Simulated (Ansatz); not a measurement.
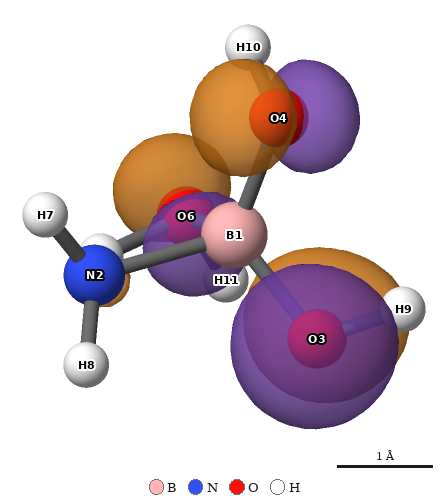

The picture shows: BH₆NO₃. The HOMO−1 at ±0.15 Å⁻³ᐟ² (orange and purple are the two phases), seen at an oblique angle.

A transition-state structure; geometry: PBE0-D4/def2-TZVP.

Computed with RKS PBE0-D4/def2-TZVPP (Ansatz).

```xyz
11

B    -0.2470    0.1856   -0.2443
N     1.2974   -0.0334   -0.0414
O    -0.7177   -0.5598   -1.3338
O    -0.7652    1.4804   -0.0901
H     0.6625   -0.6736    0.9461
O    -0.4861   -0.6630    1.1972
H     1.8387    0.7964    0.1536
H     1.7382   -0.5697   -0.7755
H    -1.5473   -0.1949   -1.6467
H    -0.8576    1.7339    0.8285
H    -0.9159   -1.5021    1.0064
```

### Where does this orbital lie, and at what energy?

It lies mainly on O3 (about 55 %), O6 (about 15 %) and O4 (about 15 %). Its energy is −8.42 eV.
